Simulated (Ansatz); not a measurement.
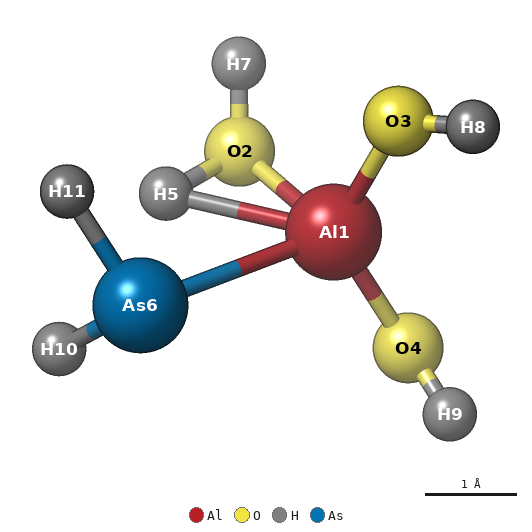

The picture comes from a calculation with Ansatz.

Orthographic view. Atoms fade into the background with distance from the viewer. Geometry: start.

Give the geometry as a Z-matrix, atoms in numerical order, with these reference atoms: 2 to 1; 3 to 1, 2; 4 to 1, 3, 2; 5 to 2, 1, 4; 6 to 1, 4, 2; 7 to 2, 5, 1; 8 to 3, 1, 4; 9 to 4, 1, 3; 10 to 6, 5, 2; 11 to 6, 10, 5.

```
Al 
O    1   1.807
O    1   1.710   2   104.7
O    1   1.704   3   126.1   2   129.6
H    2   1.189   1    78.1   4   115.0
As   1   2.536   4   111.5   2    96.0
H    2   0.969   5   109.5   1  -113.9
H    3   0.957   1   126.7   4   -25.9
H    4   0.957   1   127.7   3    66.7
H    6   1.520   5    72.5   2  -124.7
H    6   1.520  10    95.1   5    70.9
```
